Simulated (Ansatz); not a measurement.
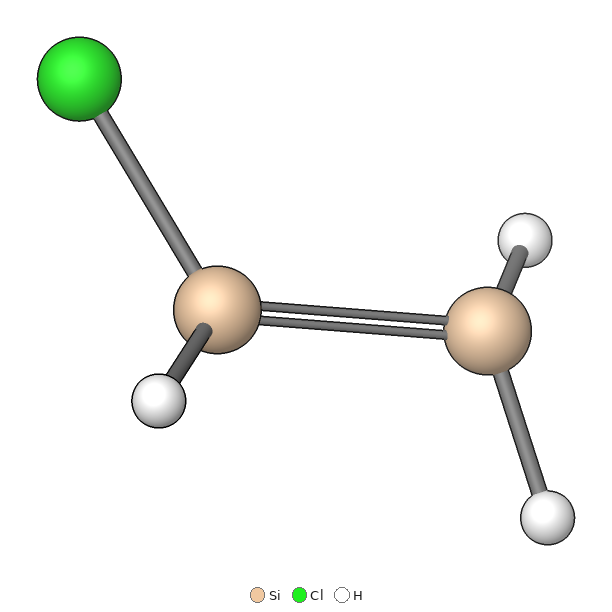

A ball-and-stick model of a molecule. Double and triple bonds are drawn as two and three sticks.

Question: What is the molecular formula?

Answer: ClH₃Si₂, 6 atoms: 1 chlorine, 3 hydrogen and 2 silicon.

Question: What is its SMILES?

Answer: [SiH2]=[SiH]Cl

Question: Name some functional groups or characteristic bonds that it holds.

Answer: Among them: Si–H bond.

More results for the same structure follow; atom numbers are the same in all pictures, views and colours differ. Computed geometry: PBE0-D4/def2-TZVP optimisation. No frequency run is at hand to confirm it as a minimum.

**Shape**

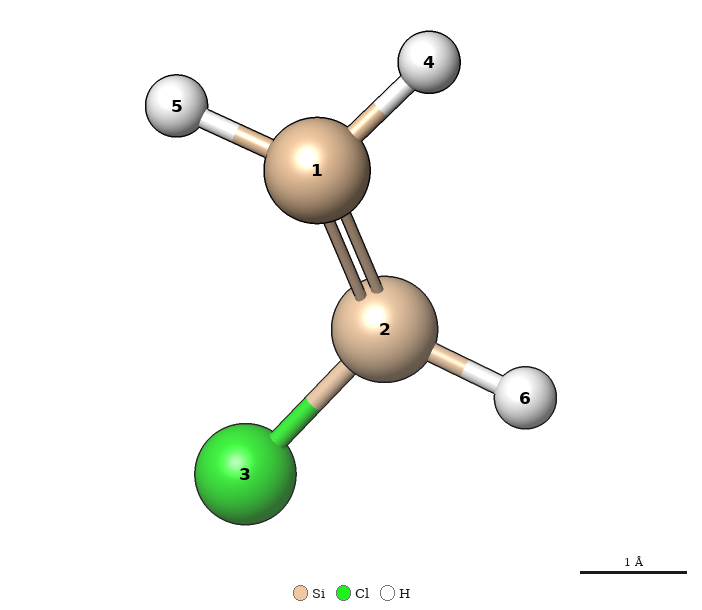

Atoms carry their numbers in the input. No frequency run is at hand to confirm it as a minimum.

What are the angles Si2–Si1–H4, Si2–Si1–H5, H4–Si1–H5, Si1–Si2–Cl3, Si1–Si2–H6, Cl3–Si2–H6?

```csv
angle,degrees
Si2–Si1–H4,111.1
Si2–Si1–H5,115.4
H4–Si1–H5,112.3
Si1–Si2–Cl3,121.3
Si1–Si2–H6,121.4
Cl3–Si2–H6,108.1
```

**Electronic properties**

No frequency run is at hand to confirm it as a minimum. Properties computed with RKS PBE0-D4/def2-TZVPP (Ansatz 0.2.0).

Question: Estimate the HOMO–LUMO gap.

Answer: 3.83 eV.

Question: Estimate the HOMO energy (Kohn–Sham orbital).

Answer: −6.27 eV.

**Dipole moment**

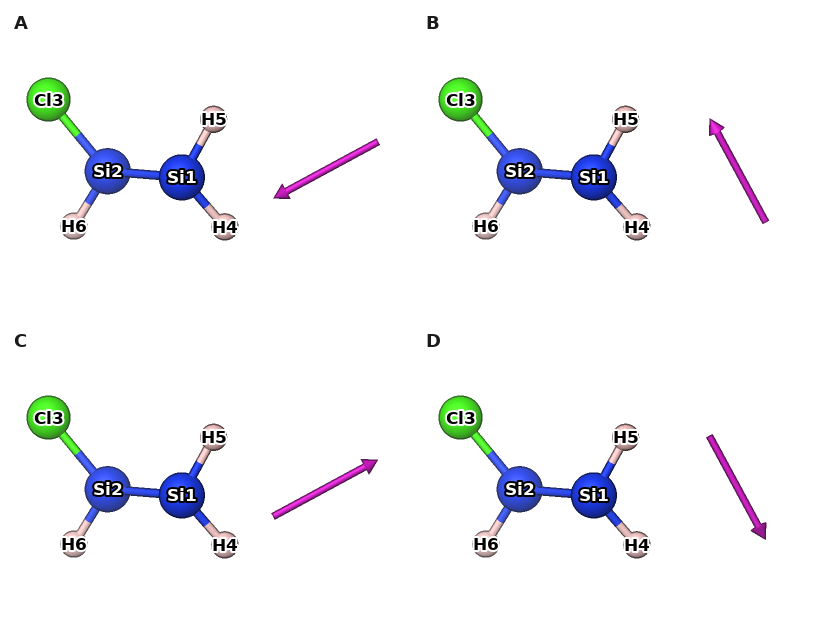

The same molecule four times, each with an arrow. No frequency run is at hand to confirm it as a minimum. Properties computed with RKS PBE0-D4/def2-TZVP (Ansatz 0.2.0).

Question: Which arrow points along the dipole moment, from the negative to the positive end?

Answer: D. The dipole moment is 0.73 D; it points from the side of Cl3 to the side of H4 (the outermost atoms at the two ends).

**Charges**

The questions are on Mulliken charges. No frequency run is at hand to confirm it as a minimum. Level of theory: RKS PBE0-D4/def2-TZVP (Ansatz 0.2.0).

Question: Which atom carries the highest charge (most positive or least negative)?

Answer: Si2 (0.23 e).

Question: And the lowest?

Answer: Cl3 (−0.20 e).

List the Mulliken charges.

```csv
atom,value (e)
Si1,−0.09
Si2,0.23
Cl3,−0.20
H4,0.02
H5,0.02
H6,0.02
```

Mulliken values depend strongly on the basis set and can even reverse the polarity of a bond.
